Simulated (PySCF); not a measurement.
**C$_{5}$H$_{8}$O$_{2}$Si (SMILES C#C/C=C/O[SiH2]OC): density, localisation and related maps**

```yaml
atoms:
  - { symbol: C, position_ang: [-4.7398, 0.0471, 0.0288] }
  - { symbol: C, position_ang: [-3.5388, 0.0235, 0.0440] }
  - { symbol: C, position_ang: [-2.1326, -0.0172, 0.0235] }
  - { symbol: C, position_ang: [-1.3891, 0.2523, 1.0967] }
  - { symbol: O, position_ang: [-0.0561, 0.2357, 1.1505] }
  - { symbol: Si, position_ang: [1.0496, -0.1007, 0.0158] }
  - { symbol: O, position_ang: [2.3672, 0.1222, 0.9146] }
  - { symbol: C, position_ang: [3.6843, -0.0268, 0.4976] }
  - { symbol: H, position_ang: [-5.7882, 0.0721, 0.0212] }
  - { symbol: H, position_ang: [-1.6621, -0.2796, -0.9133] }
  - { symbol: H, position_ang: [-1.8433, 0.5169, 2.0453] }
  - { symbol: H, position_ang: [0.9337, -1.4784, -0.4699] }
  - { symbol: H, position_ang: [0.9860, 0.8383, -1.1071] }
  - { symbol: H, position_ang: [3.8832, -1.0591, 0.1994] }
  - { symbol: H, position_ang: [3.9012, 0.6239, -0.3530] }
  - { symbol: H, position_ang: [4.3371, 0.2387, 1.3297] }
```

Geometry: GFN2-xTB.

Computed with PBE0/def2-SVPD, SCF density, gas phase in PySCF.

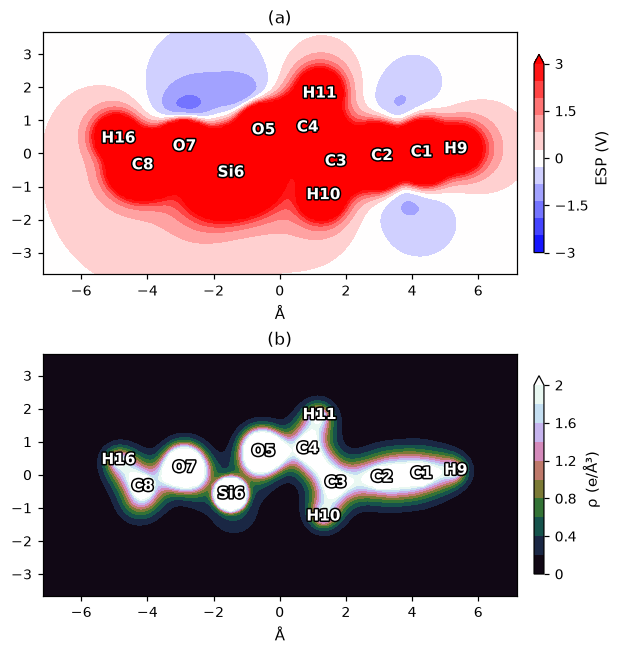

Figure 1. (a) molecular electrostatic potential; (b) electron density on the plane of atoms O5, Si6 and O7.

**What does the map show?**

The plane passes through C, O, Si and H nuclei.
C–C (1.20 Å): the density is about 2.7 e/Å³ at the midpoint.
C–O (1.33 Å): the density is about 2.4 e/Å³ at the midpoint.
Si–O (1.61 Å): ρ is about 1.2 e/Å³ halfway.
C–H (1.05 Å): ρ at the midpoint is about 2.1 e/Å³.
C–C (1.33 Å): the density is about 2.3 e/Å³ at the midpoint.
Outside the dense part of the molecule the potential is most negative (−1.6 V) near O7.

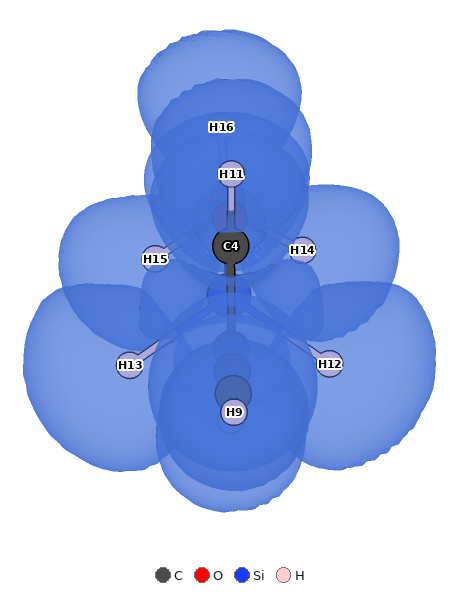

Figure 2. Isosurface of the electron localisation function at 0.75 (blue), seen at an oblique angle. Core shells and regions of very low density are left out.

**Where are the electrons localised?**

At this value the surface marks out three regions between bonded C–C atoms (shared pairs), eight regions around hydrogen nuclei and two regions on O in which the atom's valence shell and bonds are merged. Along the contacts the grid gives the following. C–C (1.20 Å): the ELF peaks at about 0.85 between the atoms: a multiple bond. C–O (1.33 Å): the ELF peaks at about 0.90 between the atoms; a polar covalent bond.

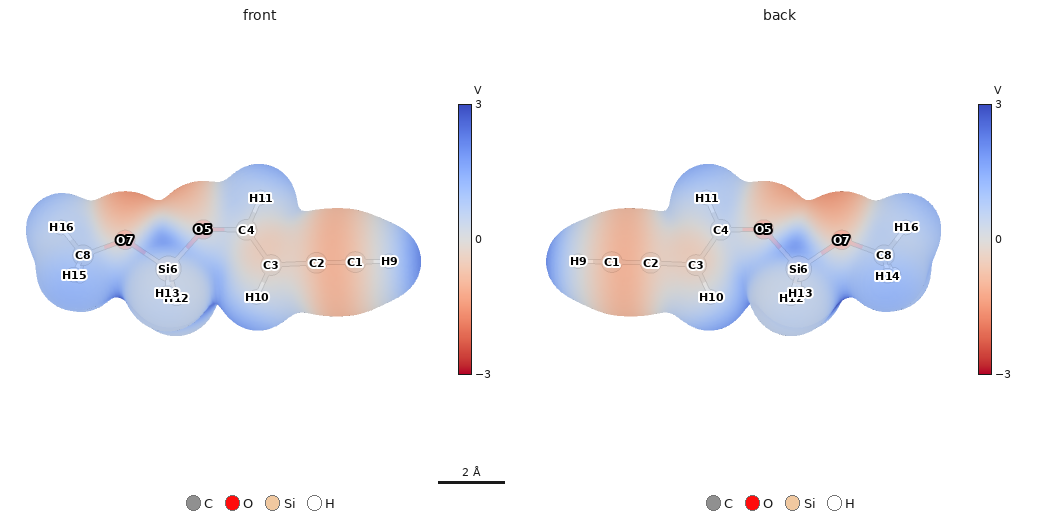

Figure 3. The molecular electrostatic potential painted on the density surface at 0.004 e/bohr³, seen from the front and from behind; the colour scale runs from red (negative) to blue (positive).

**Describe the electrostatic potential map.**

The most negative region (about −1.4 V) lies over O7, the most positive (about +2.5 V) over Si6. O7 is the likeliest acceptor of a hydrogen bond.

**How polar is the molecule by this calculation?**

Its dipole moment is 2.07 D.
